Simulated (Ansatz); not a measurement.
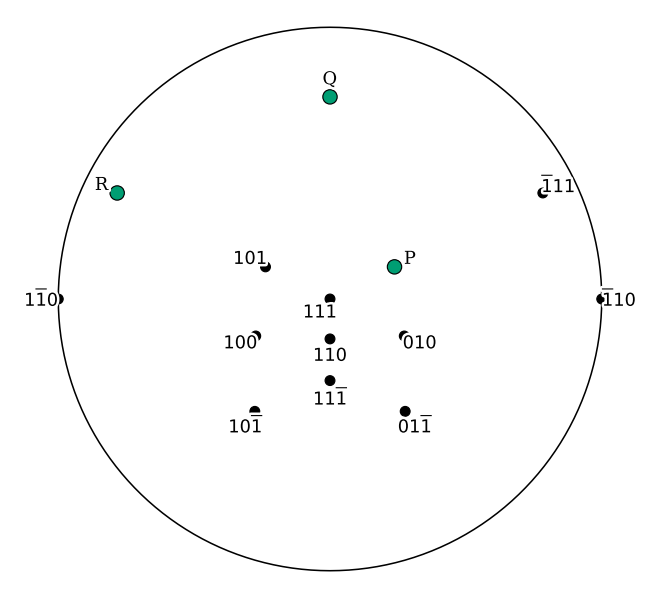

For C, the end point of a relaxation with DFT, PBEsol, plane waves, PAW in Ansatz; the starting structure was generated, so it need not be a known form of this composition: stereographic projection of plane normals (upper hemisphere) centred on (1 1 1). All values are computed from the atomic coordinates in the standard setting (tolerance 0.002 Å).

a = 2.499 Å, b = 2.499 Å, c = 4.161 Å, α = 90.00°, β = 90.00°, γ = 120.00°.

### Index the poles marked P, Q, R.

P is (0 1 1), in four indices (0 1 −1 1), 29.7° from the centre; Q is (0 0 1), in four indices (0 0 0 1), 73.3° from the centre; R is (1 −1 1), in four indices (1 −1 0 1), 82.4° from the centre.

### What is the angle between the normals of (1 −1 0) and (−1 1 0), and what are their d_hkl = 1/|g|?

180.0°; d = 2.164 Å and 2.164 Å.
